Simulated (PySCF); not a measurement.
SMILES O=[Si]=[OH+] (HO2Si (cation, charge +1)) at its PBE0/def2-SVP optimised geometry (Å):

```
4

O      1.9976     0.0000     0.0000
Si     0.4948     0.0000     0.0000
O     -1.0288     0.0003    -0.0007
H     -1.9976    -0.0003     0.0014
```

Computed with PBE0/def2-TZVP in PySCF.

Map of the log10 of the electron density (e/bohr³), floored at −4 on the plane z = 1.2 Å:

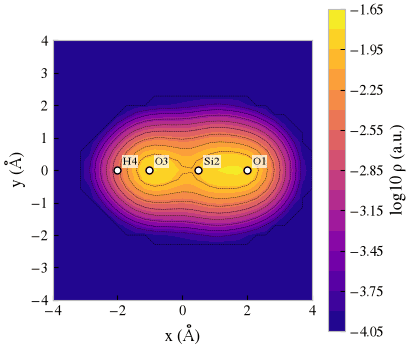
Figure. Log10 of the electron density (e/bohr³), floored at −4 on the plane z = 1.2 Å.
